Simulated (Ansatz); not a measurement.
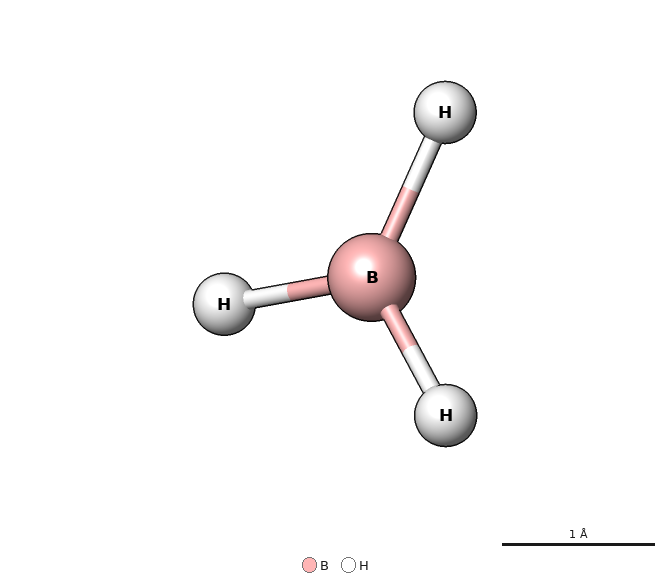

Rendered structure (ball-and-stick style). Every bond is drawn as one stick, whatever its order.

The computed structure is the end point of a PBE0-D4/def2-TZVP optimisation.

Description:

It has 4 atoms: 1 boron and 3 hydrogen (BH₃). The point group is D3h. All atoms lie on one plane. Coordination: 1 B trigonal planar.

More results for the same structure follow; atom numbers are the same in all pictures, views and colours differ.

### Shape

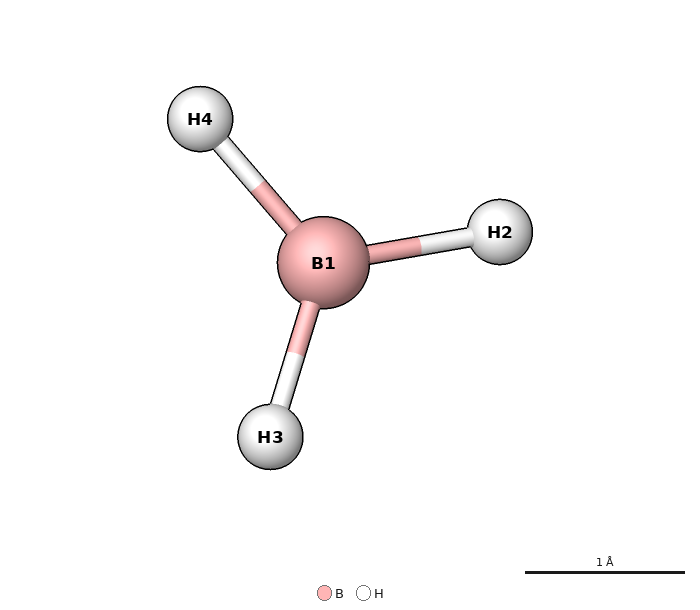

Numbered structure.

Give these bond angles: H2–B1–H3.

```json
{"angle": "H2–B1–H3", "degrees": "120.0"}
```

### Charges

The questions are on Mulliken charges. Properties computed with RKS PBE0-D4/def2-TZVP (Ansatz 0.2.0).

Give the Mulliken charges atom by atom.

| atom | value (e) |
| --- | --- |
| B1 | −0.08 |
| H2 | 0.03 |
| H3 | 0.03 |
| H4 | 0.03 |

### Thermal motion

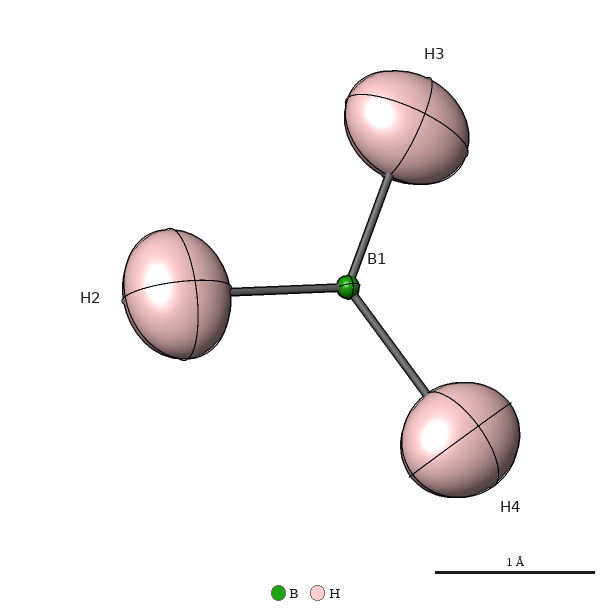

Displacement ellipsoids at the 50 % level, enlarged 3 times, from the internal vibrations of the free molecule (harmonic, no overall translation or rotation; no half-axis is drawn under 0.075 Å). Vibrations computed with RKS PBE0-D4/def2-TZVP (Ansatz 0.2.0). Temperature: 0 K (zero-point motion alone).

List U_eq and the three principal root-mean-square amplitudes for each kind of atom.

```
      atom  U_eq (Å²)   rms amplitudes (Å)
        B1    0.00023  0.014, 0.014, 0.017
H2, H3, H4     0.0060  0.062, 0.077, 0.091
```

### Electronic properties

Method: RKS PBE0-D4/def2-TZVPP (Ansatz 0.2.0).

Give the HOMO energy (Kohn–Sham orbital) at this level.

Answer. −9.92 eV.

Give the LUMO energy (Kohn–Sham orbital) at this level.

Answer. −1.96 eV.

Mulliken values depend strongly on the basis set and can even reverse the polarity of a bond.
